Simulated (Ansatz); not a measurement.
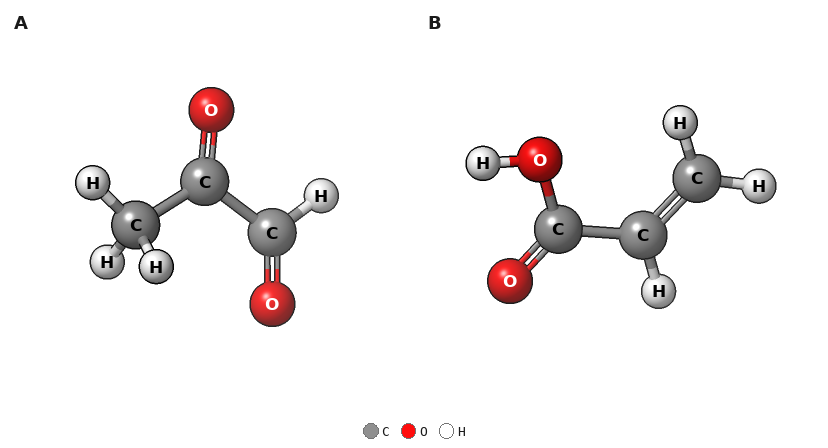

2 stationary structures of one formula. Geometries: PBE-D4/def2-SVP. Electronic energies: PBE-D4/def2-SVP (Ansatz 0.2.0), without zero-point energy. No frequency run is at hand to confirm each as a minimum. Each is one conformer, not always the lowest.

> Which structure is the most stable?

B is lowest; A lies 48.8 kJ/mol above it. A is `CC(=O)C=O`, B is `C=CC(=O)O`.
